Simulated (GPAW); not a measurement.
BaTiO3 (P4mm): refractive index against wavelength

The refractive index of BaTiO3 (P4mm) along x below the direct gap (2.00 eV on the mesh) is read from one computed spectrum, n = √(Re ε). x, y and z are the Cartesian axes of the input cell.

Cell: a, b, c = 4.000, 4.000, 4.018 Å (primitive vectors), 5 atoms.

Method: GPAW 26.7.0, LDA, RPA, k-mesh 8×8×8, local fields up to 50 eV, Lorentzian half width 0.15 eV.

Launch of the response step: `OMP_NUM_THREADS=1 python df.py`. The run took 4.8 min, its band step included, on 1 thread of Arm Neoverse V2, on a shared host.

```
wavelength (nm)  photon energy E (eV)       n
           3000                 0.413  2.4937
           2000                 0.620  2.5040
           1550                 0.800  2.5169
           1310                 0.946  2.5304
           1064                 1.165       ?
```

In the single-oscillator model n² − 1 = E₀E_d/(E₀² − E²), so 1/(n² − 1) = E₀/E_d − E²/(E₀E_d) is linear in E².

Working, on the rows shown:

| x = E² (eV²) | y = 1/(n² − 1) |
| --- | --- |
| 0.170801 | 0.191624 |
| 0.384302 | 0.189753 |
| 0.639837 | 0.187449 |
| 0.895757 | 0.185085 |

Means: x̄ = 0.52267, ȳ = 0.18848. Σ(x − x̄)(y − ȳ) = -0.00267, Σ(x − x̄)² = 0.2959. Slope = -0.00267 / 0.2959 = -0.009024; intercept = ȳ − slope · x̄ = 0.19319. Turned back into n, the line misses the rows shown by at most 0.00016.

Task: What does the fit predict for the withheld row, and how well does it do?

Result: At x = 1.3578 the line gives y = 0.18094, that is 2.5547. The run gave 2.5565, so the extrapolation is off by 0.0018, 3 % of the range in the table.

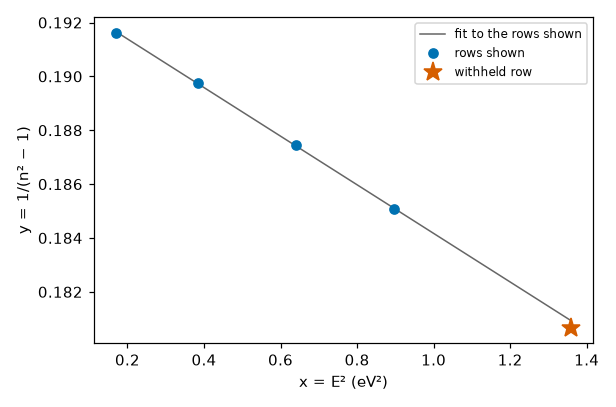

Refitted with all rows, the slope is -0.009255 and the intercept 0.19329. These give E₀ = √(intercept/−slope) = 4.57 eV and E_d = E₀/intercept = 23.6 eV; E₀ is 2.3 times the direct gap. The electronic limit at long wavelengths, without lattice vibrations, is n = √(1 + 1/intercept) = 2.485. The cell comes from an older database entry, whose edges can be off by a per cent or so. Excitons are left out; LDA gaps are as a rule too small. The values come from a sum over the points of one k-mesh and carry its error, which grows as the direct gap shrinks. This version of GPAW has incomplete matrix elements in the optical limit, which can lower ε − 1 by up to a tenth where first-row anions or d states rule. Spin-orbit coupling is left out.

[Logs are printed without paths, hosts, clocks, repeated set-up lines and the standing remarks that a program may print on its own settings, such as how far it seeks lower states.]
